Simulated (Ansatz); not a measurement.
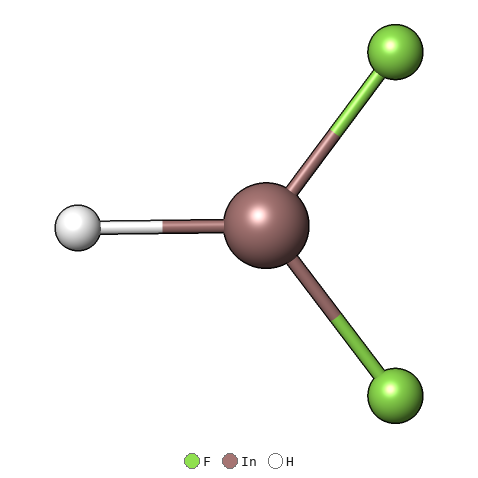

> What is the molecular formula?

F₂HIn, 4 atoms: 2 fluorine, 1 hydrogen and 1 indium.

> Give the symmetry (Schoenflies symbol).

C2v.

> How many atoms are distinct by symmetry?

3: 2 F, 1 In, 1 H.

> What is its SMILES?

[F][InH][F]

> How many bonds of each kind are drawn?

2 F–In, 1 In–H.

The parts below concern this one geometry. Atoms keep their numbers from picture to picture. Computed geometry: PBE0-D4/def2-TZVP optimisation.

### Dipole moment

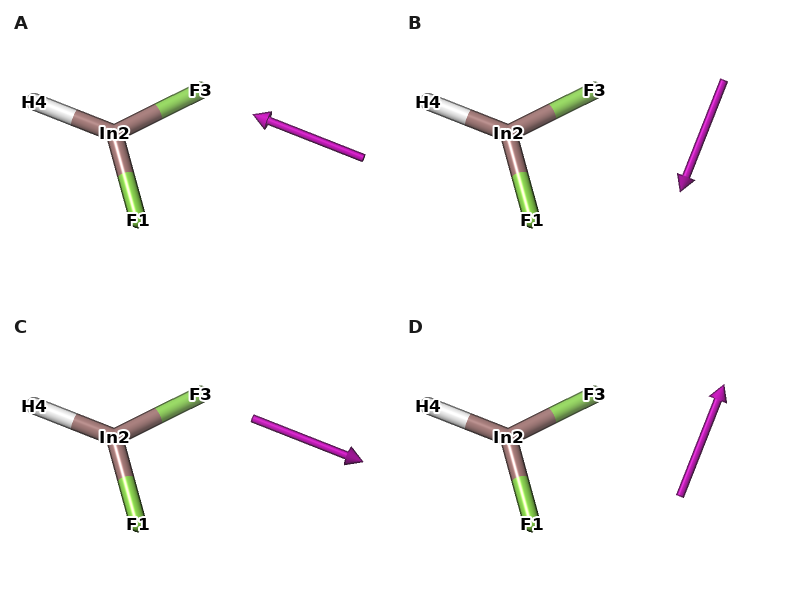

The same molecule four times, each with an arrow. Properties computed with RKS PBE-D4/def2-TZVPP, core potentials on In (Ansatz 0.2.0).

> Which arrow points along the dipole moment, from the negative to the positive end?

A. The dipole moment is 3.31 D; it points from the side of F1, F3 to the side of H4 (the outermost atoms at the two ends).

### Charges

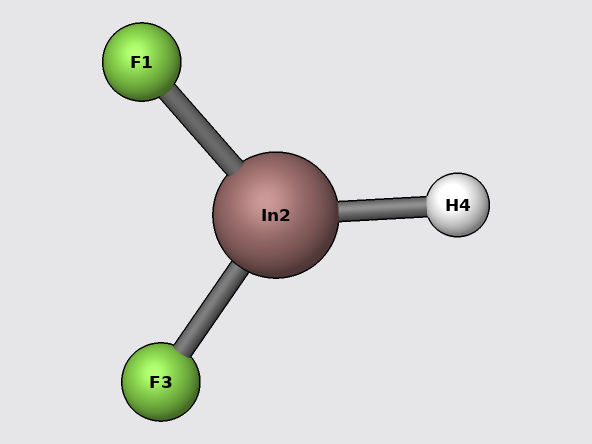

The questions are on Mulliken charges. Properties computed with RKS PBE0-D4/def2-TZVP, core potentials on In (Ansatz 0.2.0).

List the Mulliken charges.

| atom | value (e) |
| --- | --- |
| F1 | −0.48 |
| In2 | 0.96 |
| F3 | −0.48 |
| H4 | −0.01 |

### Thermal motion

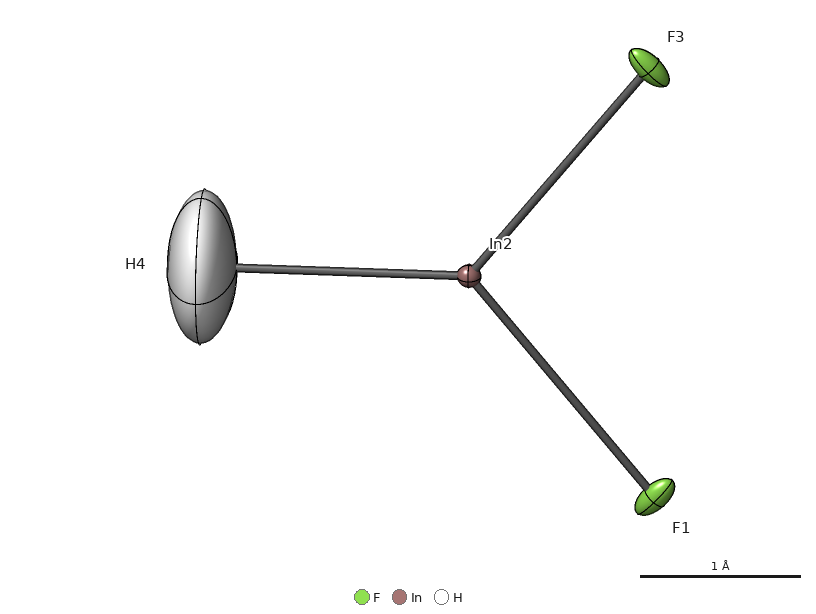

Displacement ellipsoids at the 50 % level, enlarged 1.5 times, from the internal vibrations of the free molecule (harmonic, no overall translation or rotation; no half-axis is drawn under 0.075 Å). Vibrations computed with RKS PBE0-D4/def2-TZVP, core potentials on In (Ansatz 0.2.0). Temperature: 200 K.

> Which atom has the largest mean-square displacement?

H4, with U_eq = 0.0317 Å².

> Does H4 move more along its bond or across it?

Across it: the root-mean-square amplitude is 0.093 Å along the bond and up to 0.212 Å across, since bending and torsion are softer than stretching.

List U_eq and the three principal root-mean-square amplitudes for each kind of atom.

| atom | U_eq (Å²) | rms amplitudes (Å) |
| --- | --- | --- |
| F1, F3 | 0.0021 | 0.008, 0.035, 0.071 |
| In2 | 0.00012 | 0.004, 0.007, 0.017 |
| H4 | 0.0317 | 0.093, 0.204, 0.212 |

Mulliken values depend strongly on the basis set and can even reverse the polarity of a bond.
